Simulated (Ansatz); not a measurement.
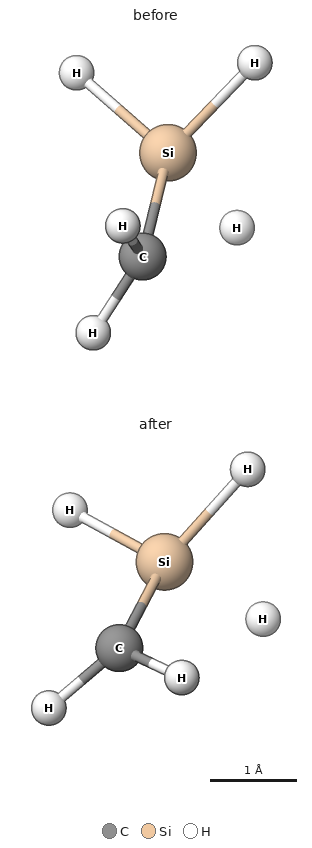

The structure of CH5Si (charge −1) before (top) and after (bottom) a constrained relaxation, at one scale.

A ball-and-stick model, seen from a free direction.

The calculation used RKS PBE0-D4/def2-TZVPD in Ansatz 0.2.0. Settings: held fixed: the distance between atoms 2 (Si) and 7 (H), counting from 1; force threshold 0.005 eV/Å; at most 200 steps.

> Summarise the run.

Over 8 accepted moves (9 points after the start) the energy falls by 9.75 kcal/mol. Largest force component: 0.49 eV/Å at the start, 0.0034 eV/Å at the end. The line search rejected the trial step at point 6 of the run. An H atom moves most after the best rigid fit: 0.87 Å. By element the largest moves are H 0.87 Å, C 0.35 Å, Si 0.04 Å. Some distances before and after: H–Si 1.549 → 1.497 Å, C–Si 1.776 → 1.750 Å, H–Si 1.516 → 1.497 Å. Among the angles between lasting bonds that change: C–Si–H 125.7° → 115.1°, H–Si–H 98.8° → 108.6°, C–Si–H 112.9° → 115.0°.
